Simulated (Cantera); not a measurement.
Charge: 1 mol Si, a varied amount of HCl, 0.29 mol N₂, equilibrated at 673.15 K and 10.0 mbar.

Method: chemical equilibrium by Gibbs-energy minimisation in Cantera with the NASA 1993 tables (ideal gas, pure condensed phases). Candidate condensed phases: NH₄Cl, Si, Si₃N₄; 28 gas species. N₂ is the only nitrogen source here; it is nearly inert below about 1500 K, so the nitride shown seldom forms there in practice. The tables' values for SiCl₃ are old estimates; treat these amounts as uncertain. The numbers say what is thermodynamically allowed, not how fast it happens.

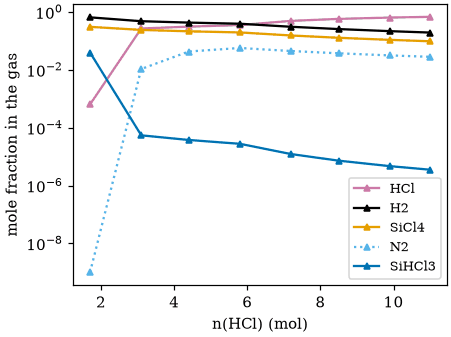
Figure: Equilibrium gas composition (values under 1e-9 drawn at 1e-9)

Read off the mole fractions at 1.7 mol HCl.

H₂ about 0.65, SiCl₄ about 0.31, SiHCl₃ about 0.040, HCl about 0.00064.
